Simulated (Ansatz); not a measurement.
Fields on a plane of GaP (zinc blende)

```
CELL_PARAMETERS angstrom
      0.00000     2.75302     2.75302
      2.75302     0.00000     2.75302
      2.75302     2.75302     0.00000
ATOMIC_POSITIONS crystal
  P  0.75000 0.75000 0.75000
  Ga 0.00000 0.00000 0.00000
```

The slice is a {111} plane (indices of the conventional cell) through the point (0.750, 0.750, 0.750) (fractional), spanned by u = [100] and v = [-1 2 0] in vectors of this cell: u (3.89 Å) and v (6.74 Å, at 90° to u). It covers one period; positions are fractions (u, v).

Atoms on it: P at (0.00, 0.00); P at (0.50, 0.50). Other atoms lie within 1 Å of the plane.

The numbers are results of PBE (plane waves to 420 eV, PAW, scalar-relativistic; Ansatz, a program for electronic structure), not measurements. k mesh 10×10×10. These are valence fields of a PAW run, semicore shells included where kept as valence: close to a nucleus they are smooth pseudo fields. GaP was relaxed with its symmetry unable to fall.

```
|**##@@%%##++==--==++##%%@@##|
|@@@@@@%%**==::::::==**%%@@@@|
|@@@@%%**++--..  ..--++**%%@@|
|%%%%##++==::      ::==++##%%|
|####**++--::......::--++**##|
|%%##**++==--::::::--==++**##|
|@@%%##**++++======++++**##%%|
|@@@@####****######****####@@|
|%%%%####%%%%%%@@%%%%%%####%%|
|######%%@@@@@@@@@@@@@@%%####|
|****##%%@@@@%%**%%@@@@%%##**|
|==++**##@@@@**  **@@@@##**++|
|--==++##%%@@##**##@@%%##++==|
|::::==**%%@@@@@@@@@@%%**==::|
|  ..--++**%%@@@@@@%%**++--..|
|    ::==++##%%%%%%##++==::  |
|....::--++**######**++--::..|
|::::--==++**##%%##**++==--::|
|====++++**##%%@@%%##**++++==|
|####****####@@@@@@####****##|
|@@%%%%%%####%%%%%%####%%%%%%|
|@@@@@@@@%%##########%%@@@@@@|
|**%%@@@@%%##******##%%@@@@%%|
|  **@@@@##**++==++**##@@@@**|
```
Scale: ten equal steps from -1.62 (start of ' ') to -0.12 (end of '@'), in the order ' .:-=+*#%@'. Values: log₁₀ of the valence density in e/Å³. The map has 14 points along u (two characters each, u = 0 at the left) and 24 along v (v = 0 in the bottom row). The scale is logarithmic, as a density can span decades between atoms and voids.

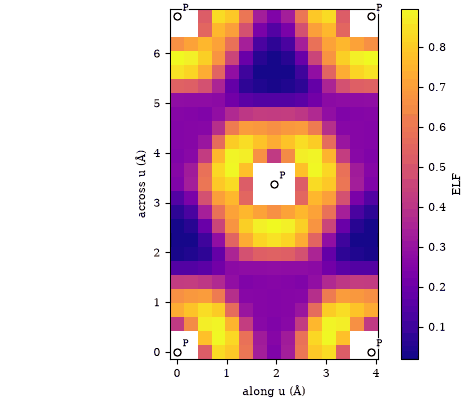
Fig. 1. Electron localisation function (ELF), one period of the plane, atoms marked. Points within 0.5 Å of a nucleus are left white, as the pseudised field means little there.
